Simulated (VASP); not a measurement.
Input:

```
CELL_PARAMETERS angstrom
      0.00000     2.04063     2.04063
      2.04063     0.00000     2.04063
      2.04063     2.04063     0.00000
ATOMIC_POSITIONS crystal
  Ag 0.00000 0.00000 0.00000
```

Method: r2SCAN+rVV10, VASP's PBE PAW potentials (set 64) (plane waves; VASP). Run with 520 eV cut-off, 17×17×17 Γ-centred mesh, tetrahedra with Blöchl corrections, potentials Ag.

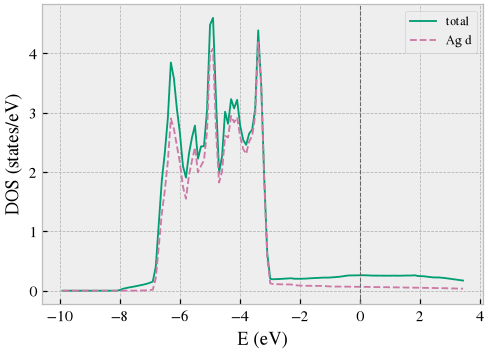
Total and projected density of states, zero at the Fermi level

Within 2 eV below the Fermi level the largest weight inside VASP's projection spheres is Ag d, then Ag p.

It has no gap at this level: it comes out as a metal or semimetal.

The compound is Ag in the fcc structure. It was relaxed first.
